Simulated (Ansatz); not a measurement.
# Mercury, hcp under PBEsol: ground state and equation of state, part 2 of 2

The plan for mercury in the hcp structure: relax it, solve it on a dense k-mesh, then scale the cell to 7 volumes from 88 to 112 % of the relaxed one and try a fit of the equation of state. Spin polarisation is left out. The k-meshes are 11×11×6 for the relaxation; 19×19×10 for the dense run; 19×19×10 for the volumes.

Ansatz 0.2.0; DFT, PBEsol, plane waves (420 eV) with PAW, scalar-relativistic. The steps go on from the part before.

### 4 The cell scaled to 88 % of its volume

input.yaml

```yaml
crystal:
  lattice:
    - [3.0572384247, 0.0, 0.0]
    - [-1.5286192124, 2.6476461412, 0.0]
    - [0.0, 0.0, 5.1253606962]
  atoms:
    - { symbol: Hg, position: [0.3333333333, 0.6666666667, 0.25] }
    - { symbol: Hg, position: [0.6666666667, 0.3333333333, 0.75] }
hamiltonian:
  xc: pbesol
  pseudopotentials:
    kind: paw
    azcp:
      Hg: "pseudopotentials/Hg.paw.azcp"
basis:
  ecutwfc: 420
  fft_grid_basis: typed
kpoints:
  mp_grid: { grid: [19, 19, 10], shift: [0, 0, 0] }
magnetization:
  spin_polarized: false
scf:
  occupations: { method: fermi_dirac, width: 0.1 }
output:
  stress: true
  write_density: true
  write_potential: true
  elf: true
  volumetric_format: npy
```

The log of the run, cut to the lines that bear on the results:

```text
Warning: <dir> the record states the generating functional pbe (its physics header spells it `PBE`), which answers neither for hamiltonian.xc's functional nor for the pbesol family's — results may be inconsistent (PPs are generated against a specific XC)
Warning: RAYON_NUM_THREADS=2 ignored (pool sized by the plan → 2); use --threads N
[...]
Pseudopotentials: kind: paw
Pseudopotential: Hg, paw, valence charge 20, recommended cutoff 420 eV (normal), <dir>
Functional definition: PBEsol
[...]
Crystal: 2 atoms, lattice volume = 41.487 Å³
Basis set: ecut = 420 eV, 785 PW (Γ)
Bands: 24, of which v1, the nominal top of the filled ones, is band 20 counted from 1 (19 counted from 0)
Symmetry: 24 space group operations
Space group: P63/mmc (ITA 194), of the structure as read, at distance tolerance 3.5e-5 Å
k-points: 240 of 3610
[...]
SCF iter   1: F=—  HF=-27335.887650 eV  |F-HF|=—  |Δ(HF+E_count)|=         —  Δρ=3.74e-3  dr2=4.47e-3  ethr=1.77e-3  ⟨swp⟩=5.1  Hψ=21822  notcnv=0
[...]
SCF iter   6: F=-27335.887217 eV  HF=-27335.887217 eV  |F-HF|=3.55e-9  |Δ(HF+E_count)|=   2.34e-8  Δρ=4.19e-6  dr2=8.91e-9  ethr=2.50e-10  ⟨swp⟩=6.9  Hψ=30160  notcnv=0
[...]
SCF converged after 6 iterations
Free energy (F): -27335.887217 eV
[...]
E sigma→0 (E₀):  -27335.874180 eV
Entropy (-TS):   -0.026073 eV (-13.036 meV/atom)
Fermi energy:    17.487095 eV
[...]
--- Stress (GPa, compression-positive) ---
        6.810325       0.000000       0.000000
       -0.000000       6.810325       0.000000
        0.000000       0.000000       7.214721
  P = ⅓ Tr σ = 6.9451 GPa (69.451 kbar)
--- Band table (eV; the first three rows and the last of 240) ---
  k-point 0: bands = ["-97.6918", "-97.6897", "-46.1078", "-46.0591", "-46.0591", "-46.0502", "-46.0502", "-46.0492", "7.2068", "8.5772", "9.8812", "10.0501", "10.0501", "10.2136", "10.2136", "10.6025", "10.6025", "11.3919", "11.3919", "15.0305", "15.8389", "30.2097", "30.9662", "31.3609"]
[...]
```

Wall time 7.2 s (2 threads of an Arm CPU, shared host); peak memory 0.43 GiB.

### 5 The cell scaled to 92 % of its volume

input.yaml, as its differences from that of step 4:

```diff
@@ -2,5 +2,5 @@
   lattice:
-    - [3.0572384247, 0.0, 0.0]
-    - [-1.5286192124, 2.6476461412, 0.0]
-    - [0.0, 0.0, 5.1253606962]
+    - [3.1028755772, 0.0, 0.0]
+    - [-1.5514377886, 2.6871690747, 0.0]
+    - [0.0, 0.0, 5.2018698968]
   atoms:
@@ -25,5 +25 @@
   stress: true
-  write_density: true
-  write_potential: true
-  elf: true
-  volumetric_format: npy
```

The log of the run, cut to the lines that bear on the results:

```text
Warning: <dir> the record states the generating functional pbe (its physics header spells it `PBE`), which answers neither for hamiltonian.xc's functional nor for the pbesol family's — results may be inconsistent (PPs are generated against a specific XC)
Warning: RAYON_NUM_THREADS=2 ignored (pool sized by the plan → 2); use --threads N
[...]
[... 3 set-up lines as earlier in the session ...]
[...]
Crystal: 2 atoms, lattice volume = 43.373 Å³
Basis set: ecut = 420 eV, 869 PW (Γ)
Bands: 24, of which v1, the nominal top of the filled ones, is band 20 counted from 1 (19 counted from 0)
[... 2 set-up lines as earlier in the session ...]
k-points: 240 of 3610
[...]
SCF iter   1: F=—  HF=-27335.950244 eV  |F-HF|=—  |Δ(HF+E_count)|=         —  Δρ=3.73e-3  dr2=4.83e-3  ethr=1.77e-3  ⟨swp⟩=5.2  Hψ=21790  notcnv=0
[...]
SCF iter   6: F=-27335.949696 eV  HF=-27335.949696 eV  |F-HF|=3.84e-9  |Δ(HF+E_count)|=   2.99e-8  Δρ=4.34e-6  dr2=1.01e-8  ethr=2.50e-10  ⟨swp⟩=4.0  Hψ=19015  notcnv=0
[...]
SCF converged after 6 iterations
Free energy (F): -27335.949696 eV
[...]
E sigma→0 (E₀):  -27335.937031 eV
Entropy (-TS):   -0.025331 eV (-12.666 meV/atom)
Fermi energy:    16.402789 eV
[...]
--- Stress (GPa, compression-positive) ---
        3.789240       0.000000       0.000000
        0.000000       3.789240       0.000000
        0.000000       0.000000       3.942374
  P = ⅓ Tr σ = 3.8403 GPa (38.403 kbar)
```

Run time: 5.2 s. Hardware: 2 threads of an Arm CPU, shared host; peak memory 0.43 GiB.

### 6 The cell scaled to 96 % of its volume

input.yaml, as its differences from that of step 5:

```diff
@@ -2,5 +2,5 @@
   lattice:
-    - [3.1028755772, 0.0, 0.0]
-    - [-1.5514377886, 2.6871690747, 0.0]
-    - [0.0, 0.0, 5.2018698968]
+    - [3.1472083608, 0.0, 0.0]
+    - [-1.5736041804, 2.7255623915, 0.0]
+    - [0.0, 0.0, 5.2761923653]
   atoms:
@@ -25 +25,5 @@
   stress: true
+  write_density: true
+  write_potential: true
+  elf: true
+  volumetric_format: npy
```

The log of the run, cut to the lines that bear on the results:

```text
Warning: <dir> the record states the generating functional pbe (its physics header spells it `PBE`), which answers neither for hamiltonian.xc's functional nor for the pbesol family's — results may be inconsistent (PPs are generated against a specific XC)
Warning: RAYON_NUM_THREADS=2 ignored (pool sized by the plan → 2); use --threads N
[...]
[... 3 set-up lines as earlier in the session ...]
[...]
Crystal: 2 atoms, lattice volume = 45.259 Å³
Basis set: ecut = 420 eV, 881 PW (Γ)
Bands: 24, of which v1, the nominal top of the filled ones, is band 20 counted from 1 (19 counted from 0)
[... 2 set-up lines as earlier in the session ...]
k-points: 240 of 3610
[...]
SCF iter   1: F=—  HF=-27335.981649 eV  |F-HF|=—  |Δ(HF+E_count)|=         —  Δρ=3.69e-3  dr2=5.14e-3  ethr=1.77e-3  ⟨swp⟩=5.3  Hψ=21744  notcnv=0
[...]
SCF iter   6: F=-27335.981002 eV  HF=-27335.981002 eV  |F-HF|=3.39e-9  |Δ(HF+E_count)|=   3.31e-8  Δρ=4.11e-6  dr2=9.51e-9  ethr=2.50e-10  ⟨swp⟩=7.0  Hψ=31479  notcnv=0
[...]
SCF converged after 6 iterations
Free energy (F): -27335.981002 eV
[...]
E sigma→0 (E₀):  -27335.968936 eV
Entropy (-TS):   -0.024133 eV (-12.066 meV/atom)
Fermi energy:    15.410107 eV
[...]
--- Stress (GPa, compression-positive) ---
        1.629694       0.000000       0.000000
       -0.000000       1.629694       0.000000
        0.000000       0.000000       1.545172
  P = ⅓ Tr σ = 1.6015 GPa (16.015 kbar)
--- Band table (eV; the first three rows and the last of 240) ---
  k-point 0: bands = ["-99.3677", "-99.3664", "-47.7733", "-47.7396", "-47.7396", "-47.7340", "-47.7335", "-47.7335", "6.0729", "7.2357", "8.3137", "8.4600", "8.4600", "8.5951", "8.5951", "8.9209", "8.9209", "9.5860", "9.5860", "13.5389", "13.7198", "28.2190", "28.6728", "28.6728"]
[...]
```

Run time: 7.3 s. Hardware: 2 threads of an Arm CPU, shared host; peak memory 0.45 GiB.

### 7 The cell scaled to 100 % of its volume

input.yaml, as its differences from that of step 6:

```diff
@@ -2,5 +2,5 @@
   lattice:
-    - [3.1472083608, 0.0, 0.0]
-    - [-1.5736041804, 2.7255623915, 0.0]
-    - [0.0, 0.0, 5.2761923653]
+    - [3.1903261621, 0.0, 0.0]
+    - [-1.595163081, 2.7629035027, 0.0]
+    - [0.0, 0.0, 5.3484779555]
   atoms:
@@ -25,5 +25 @@
   stress: true
-  write_density: true
-  write_potential: true
-  elf: true
-  volumetric_format: npy
```

The log of the run, cut to the lines that bear on the results:

```text
Warning: <dir> the record states the generating functional pbe (its physics header spells it `PBE`), which answers neither for hamiltonian.xc's functional nor for the pbesol family's — results may be inconsistent (PPs are generated against a specific XC)
Warning: RAYON_NUM_THREADS=2 ignored (pool sized by the plan → 2); use --threads N
[...]
[... 3 set-up lines as earlier in the session ...]
[...]
Crystal: 2 atoms, lattice volume = 47.144 Å³
Basis set: ecut = 420 eV, 929 PW (Γ)
Bands: 24, of which v1, the nominal top of the filled ones, is band 20 counted from 1 (19 counted from 0)
[... 2 set-up lines as earlier in the session ...]
k-points: 240 of 3610
[...]
SCF iter   1: F=—  HF=-27335.990651 eV  |F-HF|=—  |Δ(HF+E_count)|=         —  Δρ=3.61e-3  dr2=5.29e-3  ethr=1.77e-3  ⟨swp⟩=5.4  Hψ=21763  notcnv=0
[...]
SCF iter   6: F=-27335.989988 eV  HF=-27335.989988 eV  |F-HF|=2.69e-9  |Δ(HF+E_count)|=   3.56e-8  Δρ=3.88e-6  dr2=8.83e-9  ethr=2.50e-10  ⟨swp⟩=4.0  Hψ=19110  notcnv=0
[...]
SCF converged after 6 iterations
Free energy (F): -27335.989988 eV
[...]
E sigma→0 (E₀):  -27335.978347 eV
Entropy (-TS):   -0.023282 eV (-11.641 meV/atom)
Fermi energy:    14.500930 eV
[...]
--- Stress (GPa, compression-positive) ---
        0.118757      -0.000000       0.000000
       -0.000000       0.118757       0.000000
        0.000000       0.000000      -0.168701
  P = ⅓ Tr σ = 0.0229 GPa (0.229 kbar)
```

Run time: 5.2 s. Hardware: 2 threads of an Arm CPU, shared host; peak memory 0.44 GiB.

### 8 The cell scaled to 104 % of its volume

input.yaml, as its differences from that of step 7:

```diff
@@ -2,5 +2,5 @@
   lattice:
-    - [3.1903261621, 0.0, 0.0]
-    - [-1.595163081, 2.7629035027, 0.0]
-    - [0.0, 0.0, 5.3484779555]
+    - [3.2323089524, 0.0, 0.0]
+    - [-1.6161544762, 2.7992616656, 0.0]
+    - [0.0, 0.0, 5.4188607368]
   atoms:
```

The log of the run, cut to the lines that bear on the results:

```text
Warning: <dir> the record states the generating functional pbe (its physics header spells it `PBE`), which answers neither for hamiltonian.xc's functional nor for the pbesol family's — results may be inconsistent (PPs are generated against a specific XC)
Warning: RAYON_NUM_THREADS=2 ignored (pool sized by the plan → 2); use --threads N
[...]
[... 3 set-up lines as earlier in the session ...]
[...]
Crystal: 2 atoms, lattice volume = 49.030 Å³
Basis set: ecut = 420 eV, 967 PW (Γ)
Bands: 24, of which v1, the nominal top of the filled ones, is band 20 counted from 1 (19 counted from 0)
[... 1 set-up line as earlier in the session ...]
Space group: P63/mmc (ITA 194), of the structure as read, at distance tolerance 3.7e-5 Å
k-points: 240 of 3610
[...]
SCF iter   1: F=—  HF=-27335.984232 eV  |F-HF|=—  |Δ(HF+E_count)|=         —  Δρ=3.49e-3  dr2=5.07e-3  ethr=1.77e-3  ⟨swp⟩=5.5  Hψ=21752  notcnv=0
[...]
SCF iter   6: F=-27335.983637 eV  HF=-27335.983637 eV  |F-HF|=2.55e-9  |Δ(HF+E_count)|=   3.77e-8  Δρ=3.90e-6  dr2=9.34e-9  ethr=2.50e-10  ⟨swp⟩=4.0  Hψ=19226  notcnv=0
[...]
SCF converged after 6 iterations
Free energy (F): -27335.983637 eV
[...]
E sigma→0 (E₀):  -27335.972476 eV
Entropy (-TS):   -0.022321 eV (-11.160 meV/atom)
Fermi energy:    13.671999 eV
[...]
--- Stress (GPa, compression-positive) ---
       -0.877296      -0.000000       0.000000
        0.000000      -0.877296       0.000000
        0.000000       0.000000      -1.321943
  P = ⅓ Tr σ = -1.0255 GPa (-10.255 kbar)
```

Wall time 5.5 s (2 threads of an Arm CPU, shared host); peak memory 0.45 GiB.

### 9 The cell scaled to 108 % of its volume

input.yaml, as its differences from that of step 8:

```diff
@@ -2,5 +2,5 @@
   lattice:
-    - [3.2323089524, 0.0, 0.0]
-    - [-1.6161544762, 2.7992616656, 0.0]
-    - [0.0, 0.0, 5.4188607368]
+    - [3.2732285995, 0.0, 0.0]
+    - [-1.6366142998, 2.8346991196, 0.0]
+    - [0.0, 0.0, 5.4874611932]
   atoms:
```

The log of the run, cut to the lines that bear on the results:

```text
Warning: <dir> the record states the generating functional pbe (its physics header spells it `PBE`), which answers neither for hamiltonian.xc's functional nor for the pbesol family's — results may be inconsistent (PPs are generated against a specific XC)
Warning: RAYON_NUM_THREADS=2 ignored (pool sized by the plan → 2); use --threads N
[...]
[... 3 set-up lines as earlier in the session ...]
[...]
Crystal: 2 atoms, lattice volume = 50.916 Å³
Basis set: ecut = 420 eV, 1003 PW (Γ)
Bands: 24, of which v1, the nominal top of the filled ones, is band 20 counted from 1 (19 counted from 0)
[... 2 set-up lines as earlier in the session ...]
k-points: 240 of 3610
[...]
SCF iter   1: F=—  HF=-27335.967800 eV  |F-HF|=—  |Δ(HF+E_count)|=         —  Δρ=3.33e-3  dr2=4.56e-3  ethr=1.77e-3  ⟨swp⟩=5.6  Hψ=21761  notcnv=0
[...]
SCF iter   6: F=-27335.967370 eV  HF=-27335.967370 eV  |F-HF|=2.53e-9  |Δ(HF+E_count)|=   4.12e-8  Δρ=4.13e-6  dr2=1.12e-8  ethr=2.50e-10  ⟨swp⟩=4.0  Hψ=19262  notcnv=0
[...]
SCF converged after 6 iterations
Free energy (F): -27335.967370 eV
[...]
E sigma→0 (E₀):  -27335.957279 eV
Entropy (-TS):   -0.020183 eV (-10.091 meV/atom)
Fermi energy:    12.916329 eV
[...]
--- Stress (GPa, compression-positive) ---
       -1.503829       0.000000       0.000000
       -0.000000      -1.503829       0.000000
        0.000000       0.000000      -2.057744
  P = ⅓ Tr σ = -1.6885 GPa (-16.885 kbar)
```

It took 5.6 s on 2 threads of an Arm CPU, shared host; peak memory 0.46 GiB.

### 10 The cell scaled to 112 % of its volume

input.yaml, as its differences from that of step 9:

```diff
@@ -2,5 +2,5 @@
   lattice:
-    - [3.2732285995, 0.0, 0.0]
-    - [-1.6366142998, 2.8346991196, 0.0]
-    - [0.0, 0.0, 5.4874611932]
+    - [3.3131499559, 0.0, 0.0]
+    - [-1.656574978, 2.8692720284, 0.0]
+    - [0.0, 0.0, 5.5543880476]
   atoms:
```

The log of the run, cut to the lines that bear on the results:

```text
Warning: <dir> the record states the generating functional pbe (its physics header spells it `PBE`), which answers neither for hamiltonian.xc's functional nor for the pbesol family's — results may be inconsistent (PPs are generated against a specific XC)
Warning: RAYON_NUM_THREADS=2 ignored (pool sized by the plan → 2); use --threads N
[...]
[... 3 set-up lines as earlier in the session ...]
[...]
Crystal: 2 atoms, lattice volume = 52.802 Å³
Basis set: ecut = 420 eV, 1051 PW (Γ)
Bands: 24, of which v1, the nominal top of the filled ones, is band 20 counted from 1 (19 counted from 0)
[... 1 set-up line as earlier in the session ...]
Space group: P63/mmc (ITA 194), of the structure as read, at distance tolerance 3.8e-5 Å
k-points: 240 of 3610
[...]
SCF iter   1: F=—  HF=-27335.945038 eV  |F-HF|=—  |Δ(HF+E_count)|=         —  Δρ=3.16e-3  dr2=3.98e-3  ethr=1.77e-3  ⟨swp⟩=5.6  Hψ=21754  notcnv=0
[...]
SCF iter   6: F=-27335.944784 eV  HF=-27335.944784 eV  |F-HF|=2.19e-9  |Δ(HF+E_count)|=   3.64e-8  Δρ=4.15e-6  dr2=1.19e-8  ethr=2.50e-10  ⟨swp⟩=4.0  Hψ=19259  notcnv=0
[...]
SCF converged after 6 iterations
Free energy (F): -27335.944784 eV
[...]
E sigma→0 (E₀):  -27335.936291 eV
Entropy (-TS):   -0.016987 eV (-8.493 meV/atom)
Fermi energy:    12.220724 eV
[...]
--- Stress (GPa, compression-positive) ---
       -1.917599      -0.000000       0.000000
       -0.000000      -1.917599       0.000000
        0.000000       0.000000      -2.533024
  P = ⅓ Tr σ = -2.1227 GPa (-21.227 kbar)
```

Wall time 5.8 s (2 threads of an Arm CPU, shared host); peak memory 0.46 GiB.

### 11 Energy and pressure against volume

The cell was scaled evenly, with its shape and the fractional positions fixed.

```tsv
V (Å³/atom)	E − E₀ (meV/atom)	P from the stress (GPa)	P from the fit (GPa)
20.744	52.0	6.95	7.06
21.686	20.6	3.84	3.86
22.629	4.6	1.60	1.62
23.572	-0.1	0.02	0.08
24.515	2.9	-1.03	-0.95
25.458	10.5	-1.69	-1.59
26.401	21.0	-2.12	-1.96
```

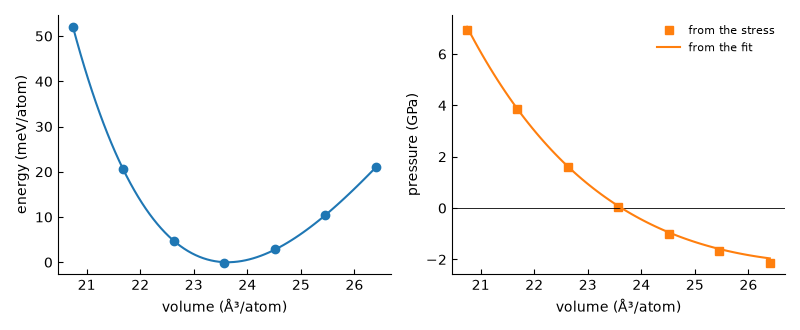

Energy and pressure against volume; the lines are the Birch-Murnaghan fit.

Fit (Birch-Murnaghan, third order): V₀ = 23.632 Å³/atom, B₀ = 31 GPa, B₀′ = 9.3, largest residual 0.13 meV/atom.

The fit is made to E(σ → 0), while the stress belongs to the free energy F; that is one source of the offset between the two pressures.

### 12 Summary of results

This closing draws on all 2 parts.

```
                           quantity                                   value
     space group (spins left aside)                      P6_3/mmc (No. 194)
                  conventional cell  a = 3.190 Å, c = 5.348 Å (c/a = 1.676)
                             volume                          23.572 Å³/atom
                  shortest distance                                 3.190 Å
                    gap on the mesh            none (levels filled in part)
relative to alpha-Hg (rhombohedral)                            +23 meV/atom
                        V₀, B₀, B₀′             23.632 Å³/atom, 31 GPa, 9.3
```

In words: The relaxation enlarged the cell by 2.2 % in volume. It lies 23 meV/atom above the element's reference form at the same level (alpha-Hg (rhombohedral), from a run of its own). Levels at the Fermi energy are filled in part, as in a metal. The fitted modulus is 31 GPa; letting shape and positions relax at each volume could only lower it. Relaxation kept the symmetry; phonons were not checked.
